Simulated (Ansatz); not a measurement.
## Cu, pressure series

The reference is Cu in the fcc (Cu type) structure (space group Fm-3m, No. 225).

```
CELL_PARAMETERS angstrom
      0.00000     1.81440     1.81440
      1.81440     0.00000     1.81440
      1.81440     1.81440     0.00000
ATOMIC_POSITIONS crystal
  Cu 0.00000 0.00000 0.00000
```

Cell and atoms are relaxed at each pressure.

The values are results of Ansatz (a program for electronic structure) PBE, spin-orbit coupling left out, earlier PAW set, not measurements.

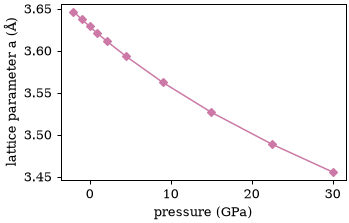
Lattice parameter a against pressure

Problem. From the plot, what is the lattice parameter a for pressure 4.5 GPa?

Solution. About 3.59 Å.

Problem. Is the trend monotonic over the range shown?

Solution. Yes, it falls throughout, spanning 6.530 bohr to 6.891 bohr.

Load acts through the strain it causes; cell and atoms are relaxed under it. No phonon test of stability was made. Competing high-pressure phases were not computed. All final runs are without spin polarisation.
